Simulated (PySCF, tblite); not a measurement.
# C7H3N3S: excited states, first hyperpolarisability

What do calculations give for the excited states, first hyperpolarisability of C7H3N3S (`N#Cc1cccc2nsnc12`)?

Computed with tblite 0.8.0 and PySCF 2.14.0 and routines of our own; the level stands in each step. Atoms count from 0.

## 1. The starting structure

14 atoms, charge 0, multiplicity 1; geometry from: force field or distance geometry start.

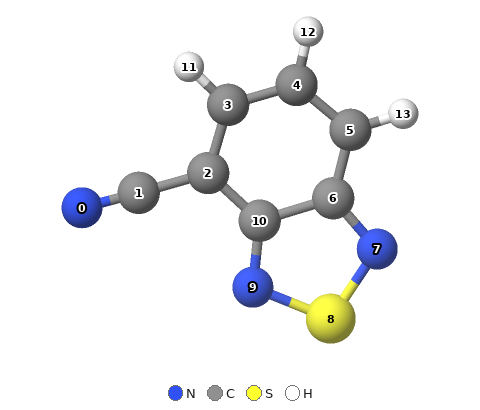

The starting geometry (nitrogen blue, carbon grey, sulfur yellow, hydrogen white).

## 2. Relaxing the molecule with GFN2-xTB

The job: settings as JSON, then the geometry in Å.

```
{"job": {"kind": "relax", "xc": "GFN2-xTB", "basis": "xTB"}, "charge": 0, "multiplicity": 1}
N     -2.540500    -2.760500    -0.170900
C     -1.807000    -1.866300    -0.126400
C     -0.929700    -0.744100    -0.046300
C     -1.419000     0.590900     0.004800
C     -0.559700     1.703000     0.087300
C      0.838800     1.595000     0.086400
C      1.375600     0.286700     0.023500
N      2.683900    -0.029100     0.028900
S      2.764900    -1.693200    -0.058400
N      1.142200    -2.080200    -0.092000
C      0.462400    -0.923400    -0.045800
H     -2.499500     0.755100     0.012700
H     -1.007700     2.701900     0.136400
H      1.494500     2.463600     0.137700
```

Run with:

```sh
$ OMP_NUM_THREADS=1 python excited_run.py task.json out
```

One launch serves the whole session: the jobs run in the order shown.

Output:

```text
step      E/eV     max force
  0    -774.67063    2.493
  1    -774.86013    3.616
  2    -774.81692    4.262
  3    -774.98974    0.694
  4    -775.00128    0.458
  5    -775.01012    0.372
  6    -775.01339    0.153
  7    -775.01505    0.105
  8    -775.01581    0.087
  9    -775.01641    0.103
 10    -775.01685    0.077
 11    -775.01703    0.028
 12    -775.01707    0.019
 13    -775.01709    0.016
 14    -775.01711    0.015
 15    -775.01712    0.009
```

Wall time 0.1 s (1 thread of Arm Neoverse V2, shared host).

Along the way: (the energy doesn't fall at every step)

| step | energy from step 0 (eV) | largest force (eV/Å) |
| --- | --- | --- |
| 0 | 0.0000 | 2.4929 |
| 1 | -0.1895 | 3.6165 |
| 2 | -0.1463 | 4.2620 |
| 3 | -0.3191 | 0.6936 |
| 4 | -0.3306 | 0.4584 |
| 5 | -0.3395 | 0.3719 |
| 6 | -0.3428 | 0.1531 |
| 7 | -0.3444 | 0.1053 |
| 8 | -0.3452 | 0.0869 |
| 9 | -0.3458 | 0.1027 |
| 10 | -0.3462 | 0.0772 |
| 11 | -0.3464 | 0.0283 |
| 12 | -0.3464 | 0.0189 |
| 13 | -0.3465 | 0.0155 |
| 14 | -0.3465 | 0.0151 |
| 15 | -0.3465 | 0.0091 |

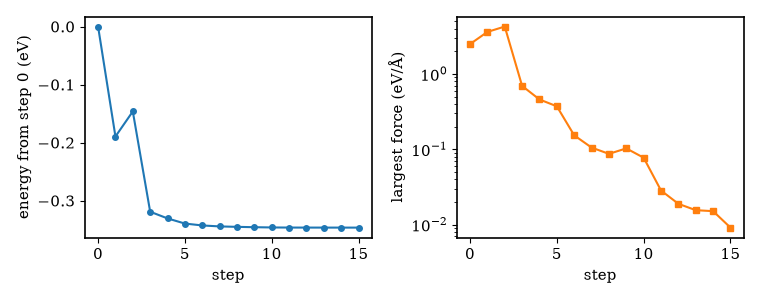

Energy and force, step by step.

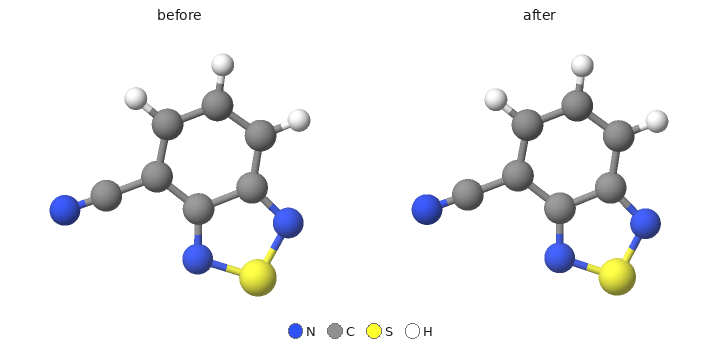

Before and after, at one scale.

Distances of close pairs at the start and the end, largest changes first:

| bond | before (Å) | after (Å) | change (Å) |
| --- | --- | --- | --- |
| C6–C10 | 1.518 | 1.439 | -0.078 |
| N7–S8 | 1.668 | 1.604 | -0.065 |
| S8–N9 | 1.669 | 1.605 | -0.064 |
| C2–C3 | 1.423 | 1.380 | -0.043 |
| C4–C5 | 1.403 | 1.370 | -0.033 |
| C4–H12 | 1.096 | 1.079 | -0.016 |
| C1–C2 | 1.427 | 1.412 | -0.015 |
| C3–H11 | 1.093 | 1.080 | -0.013 |

The final coordinates are the input of the step that follows.

## 3. Vibrational analysis with GFN2-xTB

The job: settings as JSON, then the geometry in Å.

```
{"job": {"kind": "ir", "xc": "GFN2-xTB", "basis": "xTB"}, "charge": 0, "multiplicity": 1}
N     -2.500464    -2.715049    -0.171399
C     -1.783295    -1.822685    -0.117296
C     -0.918806    -0.708384    -0.049703
C     -1.410830     0.578875     0.013566
C     -0.557272     1.692980     0.081580
C      0.806072     1.560733     0.086744
C      1.347107     0.266292     0.025011
N      2.635966    -0.082635     0.022139
S      2.738306    -1.681026    -0.056421
N      1.171161    -2.024638    -0.092112
C      0.485305    -0.884474    -0.042914
H     -2.479812     0.731947     0.010086
H     -1.000003     2.676198     0.131548
H      1.465885     2.411395     0.137006
```

Output:

```text
mode    cm-1     km/mol
  1     104.0      3.07
  2     111.8      5.03
  3     174.4      0.39
  4     228.4      0.40
  5     357.8      6.53
  6     364.9     16.83
  7     415.3      1.69
  8     488.8      9.26
  9     494.3      4.41
 10     517.0      4.10
 11     591.4      3.07
 12     596.2      2.40
 13     600.1     12.59
 14     725.9      3.38
 15     743.2      7.06
 16     795.5     29.99
 17     840.9     58.38
 18     877.2     64.09
 19     889.3      0.03
 20     907.4     31.23
 21     920.2      0.10
 22    1047.4      0.15
 23    1091.0      1.05
 24    1169.0      1.46
 25    1232.9      9.26
 26    1309.9      5.73
 27    1311.4      2.73
 28    1335.3     11.09
 29    1396.4     28.92
 30    1492.2      1.29
 31    1528.7      9.15
 32    1576.9      6.89
 33    2373.2    192.97
 34    3090.7      5.35
 35    3099.6     19.33
 36    3114.7     14.41
```

It took 0.45 s on 1 thread of Arm Neoverse V2, shared host.

Which atoms move in the most intense modes:

| cm⁻¹ | km/mol | atoms |
| --- | --- | --- |
| 365 | 16.8 | C1 34 %, C5 11 % |
| 796 | 30.0 | H13 27 %, H12 25 %, H11 22 % |
| 841 | 58.4 | N9 46 %, C5 15 % |
| 877 | 64.1 | N7 43 %, S8 17 %, N9 14 % |
| 907 | 31.2 | N9 45 %, N7 30 %, S8 12 % |
| 1396 | 28.9 | C5 27 %, C2 26 %, C10 14 %, C3 11 % |
| 2373 | 193.0 | C1 60 %, N0 39 % |
| 3100 | 19.3 | H11 50 %, H12 35 % |

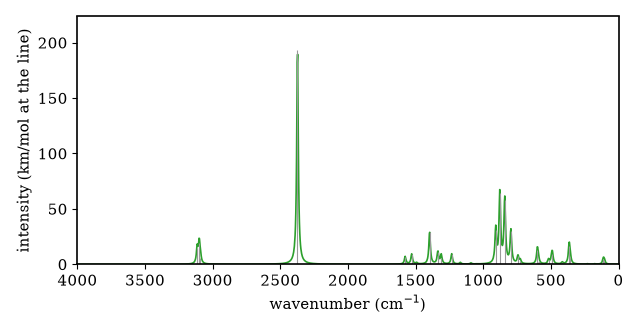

The infrared spectrum from these modes, unscaled. Lines are broadened to a width of 14 cm⁻¹ (Lorentzian).

## 4. Excited states: TDA PBE0/def2-SVPD

The job, as its differences from that of step 3:

```diff
@@ -1,2 +1,2 @@
-{"job": {"kind": "ir", "xc": "GFN2-xTB", "basis": "xTB"}, "charge": 0, "multiplicity": 1}
+{"job": {"kind": "states", "xc": "PBE0", "basis": "def2-SVPD", "tda": true, "soc": true, "nstates": 8, "ntriplets": 4, "nquad": 4}, "charge": 0, "multiplicity": 1}
 N     -2.500464    -2.715049    -0.171399
```

Level: TDA PBE0/def2-SVPD excited states, vertical, gas phase, spin-orbit mean-field couplings.

Output:

```text
coarse grid: 14272 points
cycle   1  E = -829.7465472286  dE =  2.423e+00  |g| = 5.114e-01  |ddm| = 1.272e+01
cycle   2  E = -829.5973881191  dE =  1.492e-01  |g| = 9.600e-01  |ddm| = 3.217e+00
cycle   3  E = -829.8098929149  dE = -2.125e-01  |g| = 1.667e-01  |ddm| = 1.941e+00
cycle   4  E = -829.8150350290  dE = -5.142e-03  |g| = 7.475e-02  |ddm| = 5.927e-01
cycle   5  E = -829.8163263079  dE = -1.291e-03  |g| = 2.943e-02  |ddm| = 2.601e-01
cycle   6  E = -829.8165292422  dE = -2.029e-04  |g| = 9.204e-03  |ddm| = 8.812e-02
cycle   7  E = -829.8165454344  dE = -1.619e-05  |g| = 4.217e-03  |ddm| = 3.251e-02
cycle   8  E = -829.8165497075  dE = -4.273e-06  |g| = 9.940e-04  |ddm| = 1.289e-02
final grid: 139296 points
cycle   9  E = -829.9050565591  dE = -2.492e-05  |g| = 8.873e-03  |ddm| = 2.394e-01
cycle  10  E = -829.9050225975  dE =  3.396e-05  |g| = 1.422e-02  |ddm| = 7.677e-02
cycle  11  E = -829.9050757065  dE = -5.311e-05  |g| = 2.011e-03  |ddm| = 5.220e-02
cycle  12  E = -829.9050765950  dE = -8.885e-07  |g| = 6.846e-04  |ddm| = 5.667e-03
cycle  13  E = -829.9050766963  dE = -1.013e-07  |g| = 2.351e-04  |ddm| = 2.148e-03
cycle  14  E = -829.9050767086  dE = -1.228e-08  |g| = 7.526e-05  |ddm| = 7.544e-04
cycle  15  E = -829.9050767099  dE = -1.265e-09  |g| = 2.013e-05  |ddm| = 3.074e-04
cycle  16  E = -829.9050767100  dE = -8.549e-11  |g| = 1.052e-05  |ddm| = 7.567e-05
converged SCF energy = -829.9050767100

Singlet excitations
state   eV       nm        f     d(h-e)  d(exc)  Lambda  PR(NTO)  |dmu|/D   mu/D   main configurations
  1   4.0693   304.7   0.14417   1.408   3.723   0.800   1.121    3.038    5.232   H->L 0.91
  2   4.2793   289.7   0.00001   0.759   3.033   0.413   1.004    1.877    4.834   H-2->L 0.97
  3   4.7183   262.8   0.23332   0.088   3.363   0.668   1.548    0.235    4.594   H-1->L 0.77, H->L+2 0.17
  4   5.1500   240.7   0.00121   0.293   3.210   0.440   1.020    0.742    4.168   H-4->L 0.85, H-5->L 0.12
  5   5.5643   222.8   0.03830   0.501   3.777   0.711   1.898                     H-3->L 0.55, H->L+1 0.37
  6   5.5879   221.9   0.00024   2.513   4.027   0.421   1.025                     H-5->L 0.83, H-4->L 0.12
  7   6.1015   203.2   0.15211   1.248   3.621   0.715   2.218                     H->L+1 0.35, H-3->L 0.35, H-7->L 0.15
  8   6.3249   196.0   0.14463   0.511   3.379   0.634   1.341                     H-1->L+1 0.81

Triplet excitations (Tamm-Dancoff)
state   eV     d(h-e)  d(exc)  Lambda  PR(NTO)   main configurations
  1   2.4725   0.552   3.266   0.807   1.083   H->L 0.94
  2   3.2860   0.194   3.228   0.670   1.031   H-1->L 0.97
  3   3.7346   0.476   2.802   0.412   1.020   H-2->L 0.90
  4   4.1079   0.203   2.712   0.725   2.017   H->L+1 0.48, H-3->L 0.41
S1 - T1 = 1.5969 eV

Spin-orbit couplings |<S|Hso|T>| (cm-1)
             T1       T2       T3       T4
S0        0.446    0.093   69.650    0.686
S1        0.014    0.166    5.913    0.046
S2        0.971   31.454    0.058    3.794
S3        0.050    0.043   28.544    0.059
S4        6.894   31.841    7.436    7.274
S5        0.029    0.041    6.237    0.039
S6        7.120    7.595    0.870    6.500
S7        0.074    0.146    9.115    0.037
S8        0.258    0.120   18.760    0.104
T1 sublevels (cm-1): 0.000 0.000 0.002   radiative rates (1/s): 1.51 7.97e-05 0.0156
```

It took 58 s on 1 thread of Arm Neoverse V2, shared host; peak memory 1.1 GiB.

In short:

| quantity | value |
| --- | --- |
| S1 less T1 | 1.60 eV |

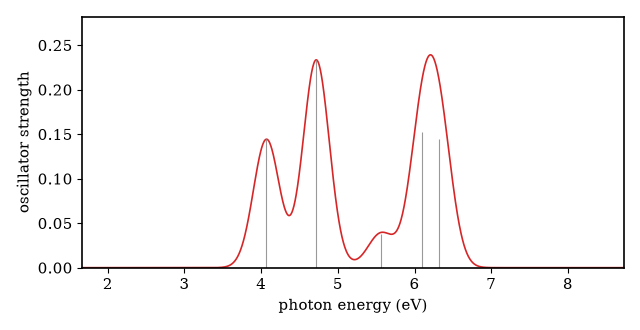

Absorption lines of the singlets. Lines are broadened to a width of 0.40 eV (Gaussian).

## 5. First hyperpolarisability: quadratic response wB97X-D/def2-SVPD

The job, as its differences from that of step 4:

```diff
@@ -1,2 +1,2 @@
-{"job": {"kind": "states", "xc": "PBE0", "basis": "def2-SVPD", "tda": true, "soc": true, "nstates": 8, "ntriplets": 4, "nquad": 4}, "charge": 0, "multiplicity": 1}
+{"job": {"kind": "beta", "xc": "wB97X-D", "basis": "def2-SVPD", "wavelengths": [1064]}, "charge": 0, "multiplicity": 1}
 N     -2.500464    -2.715049    -0.171399
```

Method: quadratic response wB97X-D/def2-SVPD first hyperpolarisability, Taylor convention, gas phase.

Output:

```text
coarse grid: 14272 points
cycle   1  E = -830.1705816133  dE =  2.825e+00  |g| = 6.010e-01  |ddm| = 1.156e+01
cycle   2  E = -830.1139192464  dE =  5.666e-02  |g| = 8.518e-01  |ddm| = 2.864e+00
cycle   3  E = -830.2692643144  dE = -1.553e-01  |g| = 1.078e-01  |ddm| = 1.636e+00
cycle   4  E = -830.2715789531  dE = -2.315e-03  |g| = 5.383e-02  |ddm| = 5.604e-01
cycle   5  E = -830.2722764454  dE = -6.975e-04  |g| = 1.781e-02  |ddm| = 2.099e-01
cycle   6  E = -830.2723478897  dE = -7.144e-05  |g| = 7.175e-03  |ddm| = 6.924e-02
cycle   7  E = -830.2723627972  dE = -1.491e-05  |g| = 2.378e-03  |ddm| = 2.324e-02
cycle   8  E = -830.2723657960  dE = -2.999e-06  |g| = 9.594e-04  |ddm| = 1.160e-02
final grid: 139296 points
cycle   9  E = -830.3665247205  dE = -8.847e-05  |g| = 6.143e-03  |ddm| = 3.672e-01
cycle  10  E = -830.3665206720  dE =  4.048e-06  |g| = 7.889e-03  |ddm| = 4.373e-02
cycle  11  E = -830.3665335033  dE = -1.283e-05  |g| = 1.164e-03  |ddm| = 1.920e-02
cycle  12  E = -830.3665337816  dE = -2.783e-07  |g| = 6.041e-04  |ddm| = 5.229e-03
cycle  13  E = -830.3665338861  dE = -1.045e-07  |g| = 1.309e-04  |ddm| = 2.555e-03
cycle  14  E = -830.3665338945  dE = -8.380e-09  |g| = 7.128e-05  |ddm| = 7.377e-04
cycle  15  E = -830.3665338969  dE = -2.467e-09  |g| = 3.715e-05  |ddm| = 2.992e-04
cycle  16  E = -830.3665338977  dE = -7.224e-10  |g| = 1.854e-05  |ddm| = 1.765e-04
converged SCF energy = -830.3665338977

Lowest singlets (eV, f): 4.0634 0.1339  4.4239 0.0000  4.6092 0.2265

First hyperpolarisability (au)
process     nm      |vector|   parallel      HRS      DR
static         -       79.88     -23.73      53.66   2.212
shg       1064.0      119.53     -35.75      65.73   2.639
eope      1064.0       89.64     -26.62          -       -
```

Run time: 61 s. Hardware: 1 thread of Arm Neoverse V2, shared host; peak memory 1.1 GiB.

## 6. Summary of results

| quantity | value |
| --- | --- |
| strongest single infrared mode (GFN2-xTB) | 2373 cm⁻¹, 193 km/mol |
| zero-point energy (GFN2-xTB) | 54.2 kcal/mol |
| S1 less T1 (step 4, TDA PBE0/def2-SVPD) | 1.60 eV |
| β vector (step 5, quadratic response wB97X-D/def2-SVPD) | static 80, SHG 1064.0 nm 120 au |

In words: All 36 modes are real, so the xTB geometry is a minimum. The strongest single mode, at 2373 cm⁻¹, moves mainly C1 and N0. GFN2-xTB is a fitted tight-binding method: band positions and strengths are rough. Its intensities can rank the bands wrongly. In step 4, the number of triplets below S1 is 3, and the largest singlet-triplet spin-orbit coupling is S0–T3, 69.65 cm⁻¹. β grows from 80 au (static) to 120 au for doubling at 1064.0 nm: normal dispersion, which grows as twice the photon energy moves toward the bright states.
